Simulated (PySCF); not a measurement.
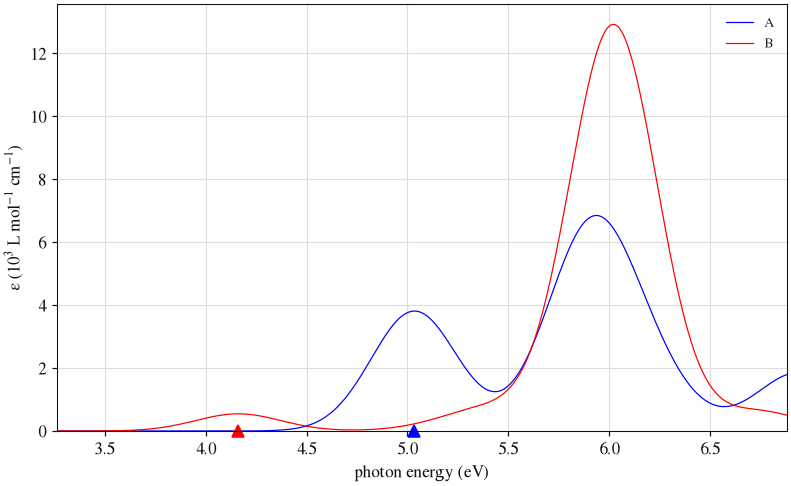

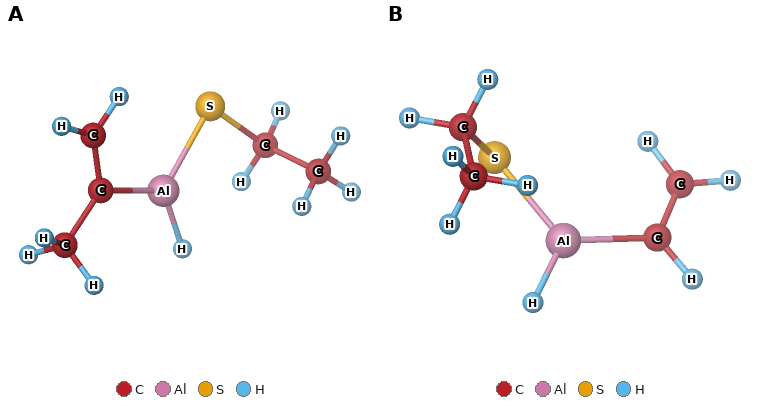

Related molecules: A is C₅H₁₁AlS, SMILES C=[C](C)[AlH][S]CC, singlet; B is C₄H₉AlS, SMILES C=[CH][AlH][S]CC, singlet. Vertical TDDFT absorption, CAM-B3LYP/def2-SVPD, PySCF, at a GFN2-xTB geometry (no frequency check); Gaussians of 1/e half-width 0.30 eV, triangles mark S1, and the range ends where the computed states of one molecule run out.

### How does the lowest singlet move?

A: 5.03 eV (f = 0.070, mainly HOMO → LUMO (95 %)); B: 4.16 eV (f = 0.010, mainly HOMO → LUMO (92 %)). From A to B it shifts 0.87 eV to the red.

### And the brightest state of each within the range drawn?

A: S4 at 5.90 eV, f = 0.09; B: S5 at 6.00 eV, f = 0.16.

Limits of at least one run: core orbitals are frozen in the response; one conformer of a flexible molecule; the tight-binding geometry is rougher than a DFT one and adds to the error.
